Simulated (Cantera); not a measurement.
Charge: 1 mol Fe(CO)₅, 0.41 mol O₂, a varied amount of N₂, held at 1423.15 K and 0.00200 bar.

Method: chemical equilibrium by Gibbs-energy minimisation in Cantera with the NASA 1993 tables (ideal gas, pure condensed phases). Candidate condensed phases: C, Fe, Fe(CO)₅, FeO, Fe₂O₃, Fe₃O₄; 27 gas species. Mutual solubility and eutectic melting of coexisting phases are not modelled. The tables' stoichiometric FeO is somewhat more stable than real wüstite, so its field is too wide. FeO: taken at fixed stoichiometry. Kinetics and transport are ignored.

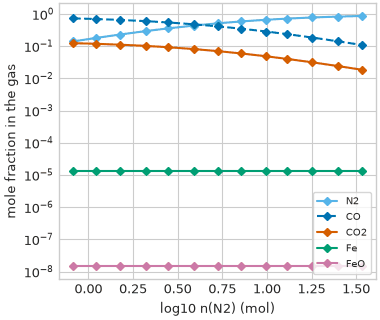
Figure: Equilibrium gas composition (values under 1e-9 drawn at 1e-9)

**Question.** Read off the mole fractions at 9.9 mol N₂.

**Answer.** N₂ about 0.66, CO about 0.29, CO₂ about 0.049, Fe about 1.3e-5, FeO about 1.5e-8.
